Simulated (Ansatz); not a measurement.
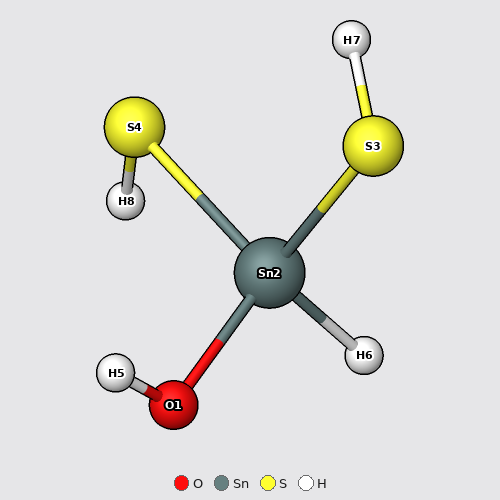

The system is H4OS2Sn, SMILES [OH][SnH]([SH])[SH]; the picture shows the reference structure. Coordinates scanned: (1) dihedral H5–O1–Sn2–S3; (2) dihedral O1–Sn2–S4–H8. Nothing is relaxed (all other coordinates rigid). The grid has 15 × 15 points. Points are written as (first, second). Energies are in cm⁻¹, from the relaxed molecule at the same level. The calculation used RKS r2SCAN0-D4/def2-SVP in Ansatz 0.2.0.

Its coordinates:

```xyz
8

O    -1.0431    1.5290   -0.8942
Sn    0.0258    0.3794    0.2916
S     2.2789    0.3140   -0.5511
S    -0.6985   -1.9180    0.2201
H    -1.0133    1.2603   -1.8151
H    -0.1906    1.0915    1.8160
H     2.4052   -0.9919   -0.2510
H    -1.6722   -1.7216    1.1281
```

Range: dihedral H5–O1–Sn2–S3 from −180 to 156°; dihedral O1–Sn2–S4–H8 from −180 to 156°.

What landscape does the calculation give?

The lowest grid point is at (60°, −84°), 4.4 cm⁻¹ from the relaxed molecule at the same level. Higher local minima lie near (60°, 84°) (126 cm⁻¹ above the lowest at that grid point); (−156°, 60°) (763 cm⁻¹ above the lowest at that grid point). The highest grid point, (−60°, 156°), lies 1924 cm⁻¹ above the lowest. On the interpolated surface the easiest way out of the lowest well to the well at about (55°, 75°) passes a barrier of about 360 cm⁻¹. Round the minimum the two coordinates are weakly coupled (coupling 0.05 in units of the two stiffnesses).

| dihedral O1–Sn2–S4–H8 ↓, dihedral H5–O1–Sn2–S3 → | −180 | −156 | −132 | −108 | −84 | −60 | −36 | −12 | 12 | 36 | 60 | 84 | 108 | 132 | 156 |
| --- | --- | --- | --- | --- | --- | --- | --- | --- | --- | --- | --- | --- | --- | --- | --- |
| 156 | 1691 | 1614 | 1603 | 1703 | 1854 | 1929 | 1806 | 1463 | 1037 | 737 | 691 | 897 | 1247 | 1566 | 1714 |
| 132 | 1689 | 1619 | 1581 | 1641 | 1767 | 1848 | 1760 | 1456 | 1046 | 726 | 633 | 787 | 1116 | 1464 | 1667 |
| 108 | 1327 | 1295 | 1271 | 1313 | 1403 | 1458 | 1374 | 1108 | 746 | 458 | 358 | 465 | 733 | 1047 | 1264 |
| 84 | 912 | 913 | 927 | 984 | 1057 | 1077 | 972 | 722 | 414 | 190 | 131 | 230 | 439 | 677 | 849 |
| 60 | 771 | 767 | 809 | 897 | 979 | 983 | 852 | 596 | 318 | 155 | 162 | 302 | 496 | 665 | 757 |
| 36 | 887 | 842 | 879 | 988 | 1093 | 1099 | 948 | 666 | 382 | 250 | 326 | 546 | 784 | 928 | 947 |
| 12 | 1141 | 1035 | 1035 | 1141 | 1263 | 1284 | 1125 | 810 | 487 | 341 | 449 | 751 | 1081 | 1268 | 1262 |
| −12 | 1388 | 1239 | 1186 | 1257 | 1377 | 1417 | 1269 | 935 | 564 | 362 | 439 | 759 | 1170 | 1458 | 1511 |
| −36 | 1459 | 1318 | 1232 | 1259 | 1355 | 1399 | 1269 | 940 | 543 | 284 | 294 | 567 | 989 | 1360 | 1517 |
| −60 | 1329 | 1235 | 1153 | 1155 | 1221 | 1252 | 1133 | 823 | 431 | 147 | 99 | 304 | 683 | 1075 | 1306 |
| −84 | 1146 | 1111 | 1067 | 1075 | 1122 | 1129 | 1003 | 711 | 347 | 74 | 4 | 153 | 465 | 819 | 1068 |
| −108 | 1059 | 1073 | 1088 | 1134 | 1182 | 1162 | 1009 | 717 | 380 | 145 | 96 | 227 | 480 | 762 | 970 |
| −132 | 1118 | 1146 | 1210 | 1308 | 1381 | 1352 | 1169 | 852 | 518 | 314 | 307 | 466 | 702 | 923 | 1063 |
| −156 | 1289 | 1290 | 1361 | 1495 | 1610 | 1603 | 1410 | 1062 | 700 | 492 | 511 | 714 | 983 | 1194 | 1286 |
| −180 | 1502 | 1456 | 1494 | 1627 | 1773 | 1810 | 1642 | 1282 | 879 | 629 | 633 | 859 | 1181 | 1437 | 1533 |

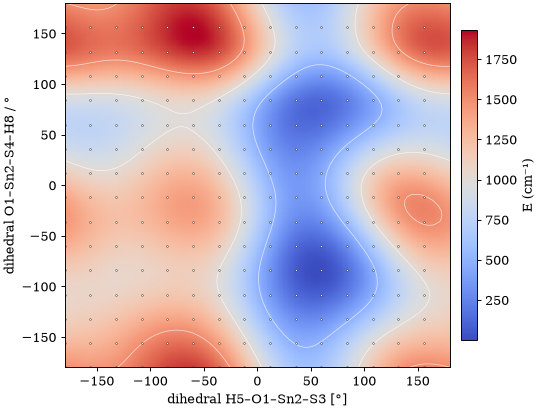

In the figure: a smooth colour map with a few white contour lines, dots at the grid points. Between grid points the surface is interpolated.

The whole map (225 points run) took 34 min on 1 thread of Arm Neoverse V1 (shared host).
